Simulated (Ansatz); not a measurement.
**C4H4N2 (pyrazine): B3LYP/6-31G(d) (Cartesian functions)**

Aim: the vertical ionisation energy of C4H4N2 (pyrazine) at B3LYP/6-31G* (Cartesian functions), from 2 runs. 

The results are computed with Ansatz 0.2.0.

54 further runs of the same task are left out: 54 set aside as unsound or not needed.

## Step 1: The system as given

C4H4N2 has 10 atoms, charge 0, and is taken as a singlet. SMILES: `c1cnccn1`. The coordinates come from a PBE0-D4/def2-TZVP relaxation.

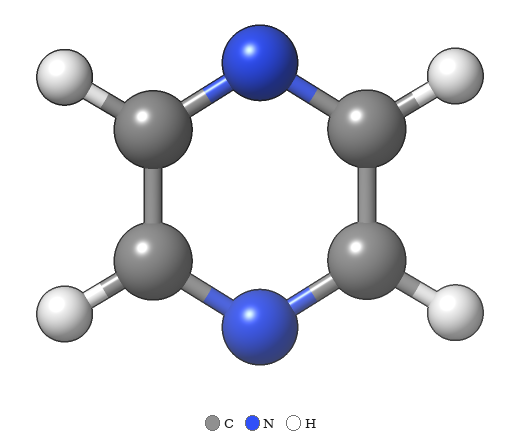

Viewed from a chosen angle; carbon grey, nitrogen blue, hydrogen white.

## Step 2: A single-point energy at B3LYP/6-31G(d) (Cartesian functions)

molecule.yaml reads:

```yaml
crystal:
  periodic: [false, false, false]
  atoms:
    - symbol: C
      position_ang: [0.476600, -0.947700, -0.800200]
    - symbol: C
      position_ang: [-0.498600, -1.217100, 0.150600]
    - symbol: N
      position_ang: [-0.972600, -0.276100, 0.956700]
    - symbol: C
      position_ang: [-0.460000, 0.937500, 0.800700]
    - symbol: C
      position_ang: [0.515200, 1.206900, -0.150000]
    - symbol: "N"
      position_ang: [0.989300, 0.265900, -0.956100]
    - symbol: H
      position_ang: [0.851400, -1.732600, -1.450700]
    - symbol: H
      position_ang: [-0.905400, -2.218000, 0.262200]
    - symbol: H
      position_ang: [-0.834800, 1.722400, 1.451200]
    - symbol: H
      position_ang: [0.922000, 2.207800, -0.261700]
basis:
  gaussian:
    orbitals: "6-31G*"
hamiltonian:
  xc: {name: B3LYP}
accuracy: high
output: {orbitals: {seedname: orbitals}}
```

Launch:

```
$ ansatz run molecule.yaml --threads 1 --pin off --max-ram 3480MiB --events-out events.jsonl --progress --plain --runs-dir runs
```

The program printed:

```text
Warning: RAYON_NUM_THREADS=1 ignored (pool sized by the plan → 1); use --threads N
Functional definition: B3LYP
  name "B3LYP"
  parameter a0 = 0.2
  parameter ax = 0.72
  parameter ac = 0.81
  exchange = (1 - a0 - ax)*slater_x + ax*b88_x + a0*exact_x
  correlation = (1 - ac)*vwn_rpa_c + ac*lyp_c
2306 factors; integrals over basis functions are off by at most 2.8e-9 eV
mean field evaluation 1: about -7187.4157 eV, gradient 4.6e1 eV
mean field evaluation 2: about -7186.4174 eV, gradient 5.2e1 eV
mean field evaluation 4: about -7192.2528 eV, gradient 2.5e0 eV
mean field evaluation 8: about -7192.4197 eV, gradient 1.0e-1 eV
mean field evaluation 16: about -7192.4197 eV, gradient 3.0e-5 eV
mean field -7192.41972756 eV, -264.3165497906 hartree, gradient 1.6e-8 eV, S^2 0.000000; 0 other end points of the search recorded, 0 dependent functions left out
reference -7192.41976021 eV, -264.3165509905 hartree; 21, 21 occupied and 77, 77 virtual orbitals, 2306 factors
Total energy: -7192.41976021 eV, -264.3165509905 hartree
```

Wall time 5.4 s (1 thread of Intel Xeon 6975P-C (Granite Rapids), shared host); peak memory 0.36 GiB.

## Step 3: The doublet cation at the same level

input.yaml reads:

```yaml
crystal:
  periodic: [false, false, false]
  atoms:
    - {symbol: C, position_ang: [0.476600, -0.947700, -0.800200]}
    - {symbol: C, position_ang: [-0.498600, -1.217100, 0.150600]}
    - {symbol: "N", position_ang: [-0.972600, -0.276100, 0.956700]}
    - {symbol: C, position_ang: [-0.460000, 0.937500, 0.800700]}
    - {symbol: C, position_ang: [0.515200, 1.206900, -0.150000]}
    - {symbol: "N", position_ang: [0.989300, 0.265900, -0.956100]}
    - {symbol: H, position_ang: [0.851400, -1.732600, -1.450700]}
    - {symbol: H, position_ang: [-0.905400, -2.218000, 0.262200]}
    - {symbol: H, position_ang: [-0.834800, 1.722400, 1.451200]}
    - {symbol: H, position_ang: [0.922000, 2.207800, -0.261700]}
basis:
  gaussian:
    orbitals: "6-31G*"
magnetization:
  spin_polarized: true
  initial_magnetization: 1
total_charge: 1
accuracy: high
output: {orbitals: {seedname: orbitals}}
hamiltonian:
  xc: {name: B3LYP}
```

Launch:

```
$ ansatz run input.yaml --threads 1 --pin off --max-ram 3480MiB --events-out events.jsonl --progress --plain --runs-dir runs
```

The program printed:

```text
Warning: RAYON_NUM_THREADS=1 ignored (pool sized by the plan → 1); use --threads N
[... 7 set-up lines as earlier in the session ...]
2306 factors; integrals over basis functions are off by at most 2.8e-9 eV
mean field evaluation 1: about -7173.8617 eV, gradient 4.3e1 eV
mean field evaluation 2: about -7165.5114 eV, gradient 6.2e1 eV
mean field evaluation 4: about -7182.2993 eV, gradient 1.3e1 eV
mean field evaluation 8: about -7182.9826 eV, gradient 4.8e-1 eV
mean field evaluation 16: about -7183.1433 eV, gradient 1.2e-3 eV
mean field evaluation 32: about -7183.1433 eV, gradient 5.2e-7 eV
mean field -7183.14330391 eV, -263.9756475093 hartree, gradient 6.5e-8 eV, S^2 0.753857; 2 other end points of the search recorded, 0 dependent functions left out
reference -7183.14333626 eV, -263.9756486981 hartree; 21, 20 occupied and 77, 78 virtual orbitals, 2306 factors
Total energy: -7183.14333626 eV, -263.9756486981 hartree
```

It took 12 s on 1 thread of Intel Xeon 6975P-C (Granite Rapids), shared host; peak memory 0.5 GiB.

## Step 4: Results

At B3LYP/6-31G* (Cartesian functions):

```
                                          quantity          value
                      singlet C4H4N2: total energy  -264.31655 Eh
                       singlet C4H4N2: HOMO energy       -6.78 eV
                       singlet C4H4N2: LUMO energy       -1.35 eV
                     singlet C4H4N2: HOMO–LUMO gap        5.43 eV
                      doublet cation: total energy  -263.97565 Eh
doublet cation: HOMO energy (highest over α and β)      -14.03 eV
 doublet cation: LUMO energy (lowest over α and β)      -11.78 eV
                              doublet cation: ⟨S²⟩          0.754
vertical ionisation energy (to the doublet cation)       9.276 eV
```

**Reading.** The vertical ionisation energy comes to 9.28 eV (895 kJ/mol). The negative HOMO energy of the first species, 6.78 eV, lies 2.50 eV below that difference.
